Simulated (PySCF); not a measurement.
```xyz
21

N    -1.2462    1.7620    0.9393
C    -1.0242    0.3213    0.9842
C    -0.5328   -0.2190   -0.3596
C    -0.2595   -1.7311   -0.2405
N     0.0861   -2.2611   -1.5490
N     0.6223    0.4765   -0.8715
Si    1.9695    1.0645    0.0442
O     1.4495    2.1919    1.0795
H    -1.7697    2.0646    1.7530
H    -1.7689    2.0132    0.1077
H    -1.9386   -0.2338    1.2508
H    -0.2729    0.1248    1.7533
H    -1.3478   -0.0862   -1.0944
H     0.6026   -1.8744    0.4149
H    -1.1321   -2.2294    0.2178
H     0.3745   -3.2300   -1.4782
H    -0.7161   -2.2182   -2.1696
H     0.8859    0.0306   -1.7387
H     2.6917    0.0672    0.8498
H     2.8315    1.6522   -0.9792
H     0.4863    2.3314    1.0856
```

Geometry: GFN2-xTB.

All numbers below come from PBE0/pcSseg-1, SCF density, gas phase, non-relativistic (PySCF 2.14.0).

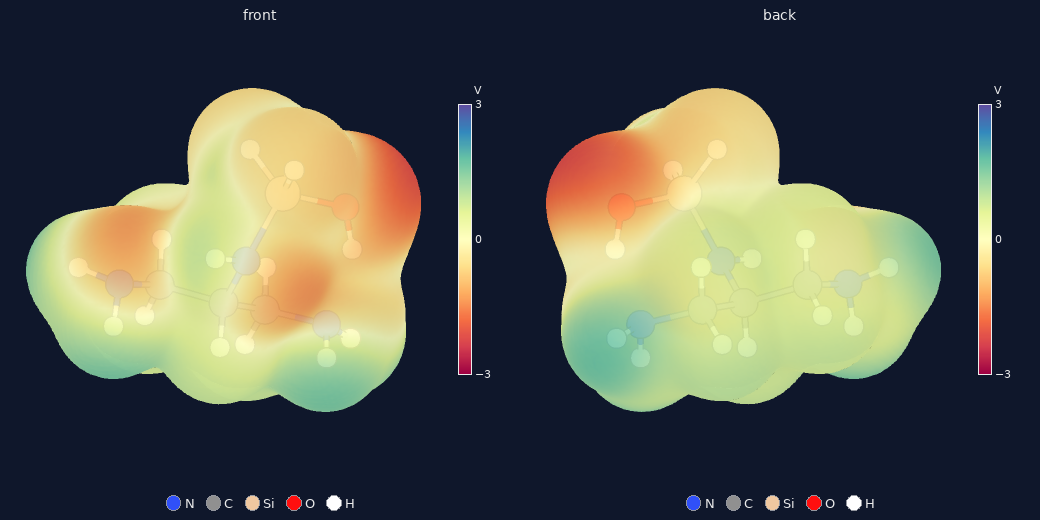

C$_{3}$H$_{13}$N$_{3}$OSi (SMILES NCC(CN)N[SiH2]O). The molecular electrostatic potential painted on the density surface at 0.002 e/bohr³, seen from the front and from behind; red is negative and blue positive.

> Where is the surface potential most negative and most positive?

The most negative region (about −2.2 V) lies over O8, the most positive (about +1.7 V) over H9. O8 is the likeliest acceptor of a hydrogen bond.

> What dipole moment does the calculation give?

Its dipole moment is 5.64 D.
